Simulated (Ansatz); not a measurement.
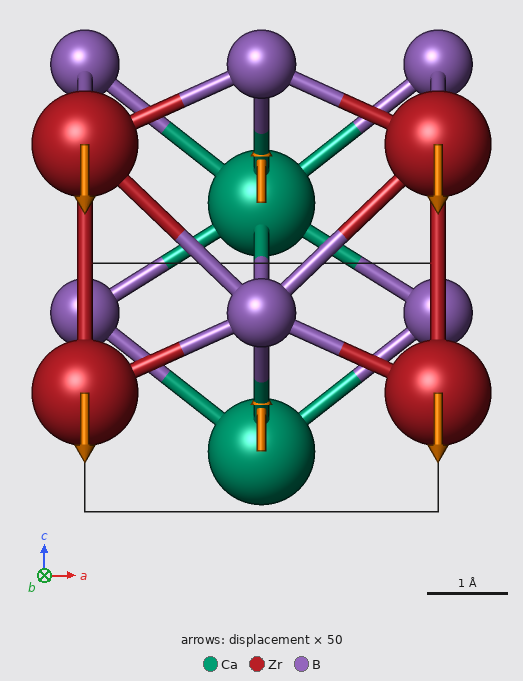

This is a relaxation of crystalline CaZrB2 (a generated structure, set up in P4mm). The starting structure is drawn; orange arrows show the displacements (the part carried along by the change of the cell is left out), magnified 50 times.

The picture is a ball-and-stick view of the cell of the calculation, repeated 1 × 1 × 2 with one cell outlined, seen along the b axis.

Computed with DFT PBE, scalar-relativistic, plane waves, PAW in Ansatz 0.2.0. Set-up: plane-wave cutoff 420 eV; k-point mesh 10 × 10 × 14; occupations gaussian; smearing width 0.1 eV; no spin polarisation; cell and atoms relaxed; force threshold 0.01 eV/Å; at most 80 steps.

### What did the optimiser do to the structure, and how much energy did it gain?

The energy falls by 5.6 meV per cell of the calculation in 4 accepted moves (6 points after the start). The largest force component goes from 0.095 to 0.00049 eV/Å. The pressure goes from −0.22 to 0.00 GPa. The line search rejected the trial step at point 1 of the run. The SCF was repeated once at an unchanged geometry on a basis and grid sized afresh for the cell, which shifted the energy by 0.1 meV per cell of the calculation at most. The Zr atom moves most relative to the cell: 0.018 Å along −c. Largest moves by element: Zr 0.018 Å, Ca 0.017 Å, B 0.001 Å. The drawn cell changes as follows: a = b 4.451 → 4.418 Å (−0.7 %), c 3.133 → 3.165 Å (+1.0 %); the volume changes by −0.5 %. Among the contacts that change: Ca–Ca 3.133 → 3.165 Å, Zr–Zr 3.133 → 3.165 Å, Ca–Zr 3.234 → 3.205 Å, B–Ca 2.830 → 2.818 Å. The space group stays P4mm (No. 99).
